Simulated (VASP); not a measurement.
**How SCF solver and PAW data sets change a VASP run on W (Tungsten)**

Aim: find what the SCF solver and PAW data sets change for W (Tungsten), and what they cost. The series runs use PBEsol. The SCF solver tried: ALGO = Normal; ALGO = Fast; ALGO = VeryFast; ALGO = All; ALGO = Damped; AMIX = 0.1, BMIX = 0.01; AMIX = 0.8; IMIX = 1, AMIX = 0.2. The PAW data sets tried: minimal 64: W; recommended 54: W; materialsproject 64: W_sv; gw 64: W_sv_GW. The start is a cell from a database of measured crystal structures.

Main program and level: VASP 6.6.1; PBEsol; plane waves and PAW (W), in the first sound run; inputs show where later runs differ.

## 1. Set-up

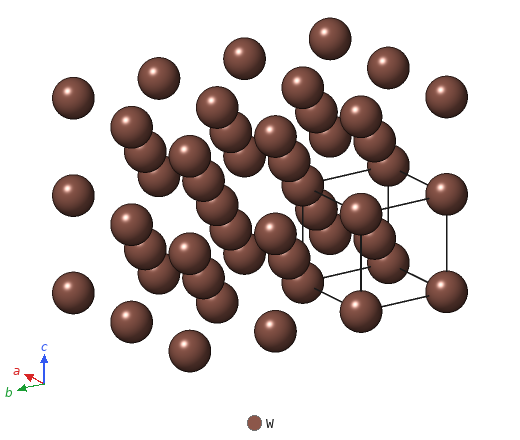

Start, viewed from a free direction; tungsten brown. 2×3×2 cells are drawn. This picture shows the conventional cell, with its axes. Some periodic images of atoms are drawn too.

Coordinates:

```xyz
1
Lattice="-1.5823 1.5823 1.5823 1.5823 -1.5823 1.5823 1.5823 1.5823 -1.5823" Properties=species:S:1:pos:R:3 pbc="T T T"
W     0.0000    0.0000    0.0000
```

## 2. SCF solver: ALGO = Normal

All solvers should reach one answer; they differ in cycles and robustness. PBEsol restores the gradient expansion of exchange and is tuned for the cells of solids.

INCAR reads:

```
SYSTEM = W
PREC = Accurate
ENCUT = 400
EDIFF = 1E-06
NELM = 100
ISMEAR = -1
SIGMA = 0.05
LREAL = .FALSE.
ALGO = Normal
GGA = PS
NBANDS = 9
LORBIT = 11
LWAVE = .FALSE.
LCHARG = .FALSE.
KPAR = 2
ISIF = 2
```

POSCAR reads:

```
W
1.0
   -1.5823450000      1.5823450000      1.5823450000
    1.5823450000     -1.5823450000      1.5823450000
    1.5823450000      1.5823450000     -1.5823450000
W
1
Direct
    0.0000000000      0.0000000000      0.0000000000
```

KPOINTS reads:

```
Automatic mesh
0
Gamma
12 12 12
0 0 0
```

The projector-augmented-wave data sets are W (PBE family, release 64).

Run with:

```
> mpirun -np 2 vasp_std
```

The log of the run:

```text
[banner, memory and clock lines left out]
running    2 mpi-ranks, on    1 nodes
 distrk:  each k-point on    1 cores,    2 groups
 distr:  one band on    1 cores,    1 groups

 POSCAR found type information on POSCAR W
 POSCAR found :  1 types and       1 ions
|                                                                             |
|               ----> ADVICE to this user running VASP <----                  |
|                                                                             |
|     You enforced a specific xc type in the INCAR file but a different       |
|     [... a line on the potential file left out ...]
|     I HOPE YOU KNOW WHAT YOU ARE DOING!                                     |
|                                                                             |

 LDA part: xc-table for (Slater+PW92), standard interpolation
 POSCAR, INCAR and KPOINTS ok, starting setup
 FFT: planning ... GRIDC
 FFT: planning ... GRID_SOFT
 FFT: planning ... GRID
 WAVECAR not read
 entering main loop
       N       E                     dE             d eps       ncg     rms          rms(c)
DAV:   1     0.345053393868E+01    0.34505E+01   -0.25481E+03  1304   0.454E+02
DAV:   2    -0.142940193187E+02   -0.17745E+02   -0.16978E+02  1526   0.118E+02
DAV:   3    -0.146161981893E+02   -0.32218E+00   -0.32154E+00  1467   0.130E+01
DAV:   4    -0.146169970008E+02   -0.79881E-03   -0.79879E-03  1489   0.715E-01
DAV:   5    -0.146169991345E+02   -0.21337E-05   -0.21344E-05  1485   0.321E-02    0.213E+01
DAV:   6    -0.140863070618E+02    0.53069E+00   -0.40300E-01  1417   0.403E+00    0.104E+01
DAV:   7    -0.138808920210E+02    0.20542E+00   -0.46857E-01  1459   0.421E+00    0.325E-01
DAV:   8    -0.138790572625E+02    0.18348E-02   -0.23682E-03  1374   0.370E-01    0.170E-01
DAV:   9    -0.138786660773E+02    0.39119E-03   -0.27716E-04  1519   0.730E-02    0.313E-02
DAV:  10    -0.138786660714E+02    0.58624E-08   -0.31411E-05  1509   0.387E-02    0.245E-02
DAV:  11    -0.138786647126E+02    0.13588E-05   -0.94711E-07   880   0.939E-03    0.462E-03
DAV:  12    -0.138786647736E+02   -0.60931E-07   -0.33930E-08   673   0.201E-03
   1 F= -.13878665E+02 E0= -.13876237E+02  d E =-.485576E-02
```

Run time: 2.8 s. Hardware: 2 MPI ranks of Intel Xeon Platinum 8375C at 2.90GHz (Ice Lake), shared host; peak memory 0.22 GiB.

Lines that name or quote the potential files are left out of all logs, and their timing lines are given in words.

Parts of OUTCAR (step 2):

```text
ion  position               nearest neighbor table
   1  0.000  0.000  0.000-

  LATTYP: Found a body centered cubic cell.
 ALAT       =     3.1646900000

 Subroutine GETGRP returns: Found 48 space group operations
 (whereof 48 operations were pure point group operations)

The static configuration has the point symmetry O_h .

 Found     72 irreducible k-points:

   k-points           NKPTS =     72   k-points in BZ     NKDIM =     72   number of bands    NBANDS=      9

   dimension x,y,z NGX =    18 NGY =   18 NGZ =   18
   dimension x,y,z NGXF=    36 NGYF=   36 NGZF=   36

   ENCUT  =  400.0 eV  29.40 Ry    5.42 a.u.   4.47  4.47  4.47*2*pi/ulx,y,z

   NELECT =       6.0000    total number of electrons

 k-points in reciprocal lattice and weights: Automatic mesh
   0.00000000  0.00000000  0.00000000       0.001
   0.08333333  0.00000000  0.00000000       0.007
   0.16666667  0.00000000  0.00000000       0.007
   0.25000000  0.00000000  0.00000000       0.007
   0.33333333  0.00000000  0.00000000       0.007
   0.41666667  0.00000000  0.00000000       0.007
   0.50000000  0.00000000  0.00000000       0.003
   0.08333333  0.08333333  0.00000000       0.014
   0.16666667  0.08333333  0.00000000       0.028
[...]
0.50000000  0.50000000  0.41666667       0.007
   0.50000000  0.50000000  0.50000000       0.001

 average (electrostatic) potential at core
       1 -37.7301

 E-fermi :   7.5687

 k-point     1 :       0.0000    0.0000    0.0000
  band No.  band energies     occupation
      1      -1.9822      2.00000
      2       6.4112      2.00000
      3       6.4112      2.00000
      4       6.4112      2.00000
      5       9.8516      0.00000
      6       9.8516      0.00000
      7      22.9292      0.00000
      8      22.9292      0.00000
      9      22.9292      0.00000

 k-point     2 :       0.0833    0.0000    0.0000
  band No.  band energies     occupation
      1      -1.6567      2.00000
      2       6.2130      2.00000
      3       6.3620      2.00000
      4       6.7376      2.00000
      5       9.5596      0.00000
      6       9.8589      0.00000
      7      23.1985      0.00000
      8      23.4978      0.00000
      9      23.7017      0.00000

 k-point     3 :       0.1667    0.0000    0.0000
  band No.  band energies     occupation
      1      -0.7600      2.00000
      2       5.7130      2.00000
      3       6.1138      2.00000
      4       7.6919      0.15672
      5       9.1729      0.00000
      6       9.9096      0.00000
      7      23.6125      0.00000
      8      25.0976      0.00000
    ...

  Total       -0.6166245     -0.6166245     -0.6166245      0.0000000     -0.0000000      0.0000000
  in kB      -62.3401463    -62.3401463    -62.3401463      0.0000000     -0.0000000      0.0000000
  external PRESSURE =     -62.3401463 kB  Pullay stress =       0.0000000 kB

  energy-cutoff  :      400.00
  volume of cell :       15.85
      direct lattice vectors                 reciprocal lattice vectors
    -1.582345000  1.582345000  1.582345000     0.000000000  0.315986716  0.315986716
     1.582345000 -1.582345000  1.582345000     0.315986716  0.000000000  0.315986716
     1.582345000  1.582345000 -1.582345000     0.315986716  0.315986716  0.000000000

 POSITION                                       TOTAL-FORCE (eV/Angst)
 -----------------------------------------------------------------------------------
      0.00000      0.00000      0.00000         0.000000      0.000000      0.000000
 -----------------------------------------------------------------------------------
    total drift:                                0.000000      0.000000      0.000000

  FREE ENERGIE OF THE ION-ELECTRON SYSTEM (eV)
  ---------------------------------------------------
  free  energy   TOTEN  =       -13.8786647736 eV

  energy  without entropy=      -13.8738090167  energy(sigma->0) =      -13.87623690

 total charge
# of ion       s       p       d       tot
------------------------------------------
    1        0.670   0.723   4.177   5.570

[... 3 further parts left out ...]
```

The PAW data sets were made with PBE, which is usual practice but a small mismatch for other functionals. The data set W keeps the semicore shell frozen, which is cheaper and a little less accurate.

This step gave:

* SCF cycles: 12
* electrons: 6
* bands: 9
* irreducible k-points: 72
* symmetry operations: 48
* free energy (TOTEN): -13.88 eV
* energy at zero smearing: -13.88 eV
* Fermi energy: 7.569 eV
* pressure: -6.234 GPa
* metallic: yes

The series starts at -13.8762 eV an atom and -6.23 GPa, after 12 cycles in 2.8 s.

## 3. SCF solver: ALGO = Fast

Changes to INCAR since step 2:

```diff
@@ -8,3 +8,3 @@
 LREAL = .FALSE.
-ALGO = Normal
+ALGO = Fast
 GGA = PS
```

POSCAR is that of step 2.

KPOINTS is that of step 2.

Run with:

```
> mpirun -np 2 vasp_std
```

The log of the run:

```text
[banner, memory and clock lines left out]
running    2 mpi-ranks, on    1 nodes
[...]
[... a notice as in an earlier step ...]

 LDA part: xc-table for (Slater+PW92), standard interpolation
 POSCAR, INCAR and KPOINTS ok, starting setup
[...]
entering main loop
       N       E                     dE             d eps       ncg     rms          rms(c)
[... 5 cycles as in an earlier step ...]
RMM:   6    -0.140848035000E+02    0.53220E+00   -0.21283E-01  1296   0.313E+00    0.987E+00
RMM:   7    -0.138791732706E+02    0.20563E+00   -0.30725E-01  1313   0.351E+00    0.343E-01
RMM:   8    -0.138789828987E+02    0.19037E-03   -0.17181E-02  1373   0.141E+00    0.756E-01
RMM:   9    -0.138791668734E+02   -0.18397E-03   -0.29623E-03  1406   0.383E-01    0.604E-01
RMM:  10    -0.138786899790E+02    0.47689E-03   -0.16956E-03  1325   0.334E-01    0.141E-01
RMM:  11    -0.138786674631E+02    0.22516E-04   -0.10533E-04  1419   0.115E-01    0.120E-01
RMM:  12    -0.138786693726E+02   -0.19095E-05   -0.16556E-05  1405   0.244E-02    0.587E-02
RMM:  13    -0.138786648561E+02    0.45165E-05   -0.47914E-06  1394   0.145E-02    0.274E-02
RMM:  14    -0.138786647818E+02    0.74261E-07   -0.41934E-07   861   0.535E-03
   1 F= -.13878665E+02 E0= -.13876237E+02  d E =-.485524E-02
```

Run time: 3.2 s. Hardware: 2 MPI ranks; peak memory 0.22 GiB; 4.9 s of CPU time.

From OUTCAR (step 3):

```text
  Total       -0.6167014     -0.6167014     -0.6167014      0.0000000     -0.0000000      0.0000000
  in kB      -62.3479229    -62.3479229    -62.3479229      0.0000000     -0.0000000      0.0000000
  external PRESSURE =     -62.3479229 kB  Pullay stress =       0.0000000 kB

 POSITION                                       TOTAL-FORCE (eV/Angst)
 -----------------------------------------------------------------------------------
      0.00000      0.00000      0.00000         0.000000     -0.000000     -0.000000
 -----------------------------------------------------------------------------------
    total drift:                                0.000000     -0.000000     -0.000000

  FREE ENERGIE OF THE ION-ELECTRON SYSTEM (eV)
  ---------------------------------------------------
  free  energy   TOTEN  =       -13.8786647818 eV

  energy  without entropy=      -13.8738095417  energy(sigma->0) =      -13.87623716

[... 2 parts as in an earlier step ...]

[... 1 further part left out ...]
[key lines of the parts left out:]
E-fermi :   7.5687
```

Against the first of the series the energy stays within 0.01 meV an atom and the pressure within 0.01 GPa, after 14 cycles in 3.2 s.

## 4. SCF solver: ALGO = VeryFast

Changes to INCAR since step 3:

```diff
@@ -8,3 +8,3 @@
 LREAL = .FALSE.
-ALGO = Fast
+ALGO = VeryFast
 GGA = PS
```

POSCAR is that of step 3.

KPOINTS is that of step 3.

Run with:

```
> mpirun -np 2 vasp_std
```

The log of the run:

```text
[... set-up lines as in an earlier step ...]
 entering main loop
       N       E                     dE             d eps       ncg     rms          rms(c)
RMM:   1     0.163034732359E+02    0.16303E+02   -0.11223E+03   648   0.337E+02
RMM:   2    -0.840767944393E+01   -0.24711E+02   -0.19643E+02   648   0.881E+01
RMM:   3    -0.134114341175E+02   -0.50038E+01   -0.29073E+01   648   0.357E+01
RMM:   4    -0.144651552945E+02   -0.10537E+01   -0.45727E+00   648   0.180E+01
[...]
RMM:  16    -0.138786620024E+02    0.27469E-03   -0.14131E-04  1456   0.710E-02    0.556E-02
RMM:  17    -0.138786649389E+02   -0.29365E-05   -0.34026E-05  1459   0.362E-02    0.217E-02
RMM:  18    -0.138786646753E+02    0.26361E-06   -0.51946E-06  1481   0.246E-02
   1 F= -.13878665E+02 E0= -.13876236E+02  d E =-.485766E-02
```

Wall time 3.6 s (2 MPI ranks); peak memory 0.22 GiB; 5.8 s of CPU time.

OUTCAR, selected parts (step 4):

```text
  Total       -0.6142534     -0.6142534     -0.6142534      0.0000000     -0.0000000      0.0000000
  in kB      -62.1004307    -62.1004307    -62.1004307      0.0000000     -0.0000000      0.0000000
  external PRESSURE =     -62.1004307 kB  Pullay stress =       0.0000000 kB

 POSITION                                       TOTAL-FORCE (eV/Angst)
 -----------------------------------------------------------------------------------
      0.00000      0.00000      0.00000        -0.000000      0.000000     -0.000000
 -----------------------------------------------------------------------------------
    total drift:                               -0.000000      0.000000      0.000000

  FREE ENERGIE OF THE ION-ELECTRON SYSTEM (eV)
  ---------------------------------------------------
  free  energy   TOTEN  =       -13.8786646753 eV

  energy  without entropy=      -13.8738070153  energy(sigma->0) =      -13.87623585

[... 2 parts as in an earlier step ...]

[... 1 further part left out ...]
[key lines of the parts left out:]
E-fermi :   7.5684
```

Against the first of the series the energy stays within 0.01 meV an atom; the pressure moves by +0.02 GPa, after 18 cycles in 3.6 s.

## 5. SCF solver: ALGO = All

Changes to INCAR since step 4:

```diff
@@ -8,3 +8,3 @@
 LREAL = .FALSE.
-ALGO = VeryFast
+ALGO = All
 GGA = PS
```

POSCAR is that of step 4.

KPOINTS is that of step 4.

Run with:

```
> mpirun -np 2 vasp_std
```

The log of the run:

```text
[... set-up lines as in an earlier step ...]
 entering main loop
       N       E                     dE             d eps       ncg     rms           ort
DAV:   1     0.345053393868E+01    0.34505E+01   -0.26803E+03   648   0.521E+02
DAV:   2    -0.142940193187E+02   -0.17745E+02   -0.16978E+02   648   0.118E+02
DAV:   3    -0.146161981893E+02   -0.32218E+00   -0.32154E+00   648   0.130E+01
DAV:   4    -0.146169970008E+02   -0.79881E-03   -0.79879E-03   648   0.715E-01
DAV:   5    -0.146169991345E+02   -0.21337E-05   -0.21344E-05   648   0.321E-02
SDA:   6    -0.135885214224E+02    0.10285E+01   -0.21344E-05   648   0.622E+00   0.000E+00
 gam= 0.000 g(H,U,f)=  0.396E+00 0.200E+00 0.253E-01 ort(H,U,f) = 0.000E+00 0.000E+00 0.000E+00
 gam= 0.000 trial= 0.400  step=  0.8163 mean=  0.4000
CGA:   7    -0.138410665486E+02   -0.25255E+00   -0.25388E+00   648   0.630E-01  -0.713E-03
 gam= 0.101 g(H,U,f)=  0.404E-01 0.222E-01 0.413E-03 ort(H,U,f) =-0.698E-01 0.677E-01 0.136E-02
 gam= 0.101 trial= 0.442  step=  1.0933 mean=  0.4416
CGA:   8    -0.138752531918E+02   -0.34187E-01   -0.34385E-01   648   0.585E-02  -0.190E-02
 gam= 0.093 g(H,U,f)=  0.507E-02 0.579E-03 0.195E-03 ort(H,U,f) =-0.813E-02 0.466E-02 0.157E-02
 gam= 0.093 trial= 0.507  step=  1.1510 mean=  0.5068
CGA:   9    -0.138785074661E+02   -0.32543E-02   -0.32632E-02   648   0.303E-03  -0.282E-04
 gam= 0.052 g(H,U,f)=  0.292E-03 0.899E-05 0.141E-05 ort(H,U,f) = 0.643E-04-0.665E-04-0.260E-04
 gam= 0.052 trial= 0.571  step=  0.9929 mean=  0.5712
CGA:  10    -0.138786571568E+02   -0.14969E-03   -0.14961E-03   648   0.127E-04   0.381E-06
 gam= 0.042 g(H,U,f)=  0.956E-05 0.255E-05 0.574E-06 ort(H,U,f) =-0.193E-05 0.239E-05-0.793E-07
 gam= 0.042 trial= 0.613  step=  1.0874 mean=  0.6134
CGA:  11    -0.138786638420E+02   -0.66852E-05   -0.69051E-05   648   0.160E-05  -0.933E-06
 gam= 0.126 g(H,U,f)=  0.122E-05 0.314E-06 0.641E-07 ort(H,U,f) =-0.205E-05 0.931E-06 0.191E-06
 gam= 0.126 trial= 0.661  step=  1.1866 mean=  0.6608
CGA:  12    -0.138786647091E+02   -0.86704E-06   -0.88026E-06   648   0.134E-06  -0.509E-07
 gam= 0.084 g(H,U,f)=  0.129E-06 0.479E-08 0.516E-09 ort(H,U,f) =-0.109E-06 0.521E-07 0.611E-08
 gam= 0.084 trial= 0.713  step=  1.2050 mean=  0.7134
 final diagonalization occupied
   1 F= -.13878665E+02 E0= -.13876237E+02  d E =-.485538E-02
```

Run time: 2.8 s. Hardware: 2 MPI ranks; peak memory 0.23 GiB; 4.3 s of CPU time.

From OUTCAR (step 5):

```text
  Total       -0.6165055     -0.6165055     -0.6165055     -0.0000000     -0.0000000      0.0000000
  in kB      -62.3281217    -62.3281217    -62.3281217     -0.0000000     -0.0000000      0.0000000
  external PRESSURE =     -62.3281217 kB  Pullay stress =       0.0000000 kB

 POSITION                                       TOTAL-FORCE (eV/Angst)
 -----------------------------------------------------------------------------------
      0.00000      0.00000      0.00000         0.000000      0.000000      0.000000
 -----------------------------------------------------------------------------------
    total drift:                               -0.000000     -0.000000     -0.000000

  FREE ENERGIE OF THE ION-ELECTRON SYSTEM (eV)
  ---------------------------------------------------
  free  energy   TOTEN  =       -13.8786647091 eV

  energy  without entropy=      -13.8738093323  energy(sigma->0) =      -13.87623702

[... 2 parts as in an earlier step ...]

[... 1 further part left out ...]
[key lines of the parts left out:]
E-fermi :   7.5687
```

Against the first of the series the energy stays within 0.01 meV an atom and the pressure within 0.01 GPa, after 12 cycles in 2.8 s.

## 6. SCF solver: ALGO = Damped

Changes to INCAR since step 5:

```diff
@@ -8,3 +8,3 @@
 LREAL = .FALSE.
-ALGO = All
+ALGO = Damped
 GGA = PS
```

POSCAR is that of step 5.

KPOINTS is that of step 5.

Run with:

```
> mpirun -np 2 vasp_std
```

The log of the run:

```text
[... set-up lines as in an earlier step ...]
 entering main loop
       N       E                     dE             d eps       ncg     rms           ort
DAV:   1     0.207128961140E+02    0.20713E+02   -0.23466E+03   648   0.521E+02
DAV:   2    -0.125714359034E+02   -0.33284E+02   -0.32079E+02   648   0.164E+02
DAV:   3    -0.145201067185E+02   -0.19487E+01   -0.19135E+01   648   0.344E+01
DAV:   4    -0.146129387891E+02   -0.92832E-01   -0.92216E-01   648   0.724E+00
[...]
DMP:  18    -0.138786624868E+02   -0.67533E-05   -0.25609E-05   648   0.324E-05   0.829E-05
DMP:  19    -0.138786641838E+02   -0.16970E-05   -0.60439E-06   648   0.112E-05   0.103E-05
DMP:  20    -0.138786645986E+02   -0.41481E-06   -0.27059E-06   648   0.573E-06   0.271E-06
 final diagonalization occupied
   1 F= -.13878665E+02 E0= -.13876237E+02  d E =-.485515E-02
```

Wall time 3.8 s (2 MPI ranks); peak memory 0.23 GiB; 6.1 s of CPU time.

Parts of OUTCAR (step 6):

```text
  Total       -0.6157660     -0.6157660     -0.6157660      0.0000000      0.0000000      0.0000000
  in kB      -62.2533568    -62.2533568    -62.2533568      0.0000000      0.0000000      0.0000000
  external PRESSURE =     -62.2533568 kB  Pullay stress =       0.0000000 kB

  FREE ENERGIE OF THE ION-ELECTRON SYSTEM (eV)
  ---------------------------------------------------
  free  energy   TOTEN  =       -13.8786645986 eV

  energy  without entropy=      -13.8738094532  energy(sigma->0) =      -13.87623703

[... 3 parts as in an earlier step ...]

[... 1 further part left out ...]
[key lines of the parts left out:]
E-fermi :   7.5687
```

Against the first of the series the energy stays within 0.01 meV an atom; the pressure moves by +0.01 GPa, after 20 cycles in 3.8 s.

(Part 1 of 2 ends here.)

[Lines on the potential files, build, host, timing and source positions are cut from VASP's logs without a mark.]

[Logs are printed without paths, hosts, clocks, repeated set-up lines and the standing remarks that a program may print on its own settings, such as how far it seeks lower states.]

[Hosts, paths, dates, database ids (printed as entryN), source tags and the programs' standing remarks are cut or masked in the printed files.]

[A measured line is paired with the nearest computed mode of its activity, which favours agreement.]
